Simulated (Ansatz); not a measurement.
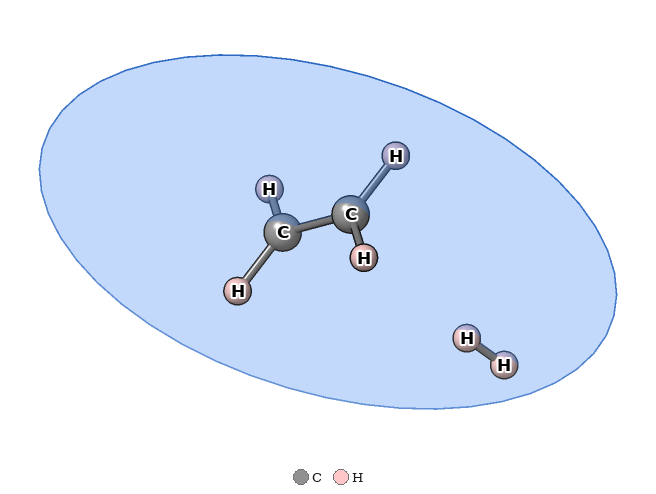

All proper rotation axes (lines) and mirror planes (discs) of the structure are drawn in. Atoms fade into the background with distance from the viewer. Computed geometry: PBE0-D4/def2-TZVP optimisation. No frequency run is at hand to confirm it as a minimum.

Q: Name the symmetry elements and the point group.

A: It has 1 mirror plane. Point group Cs. The group has 2 operations. The geometry is achiral, and symmetry allows a dipole moment.
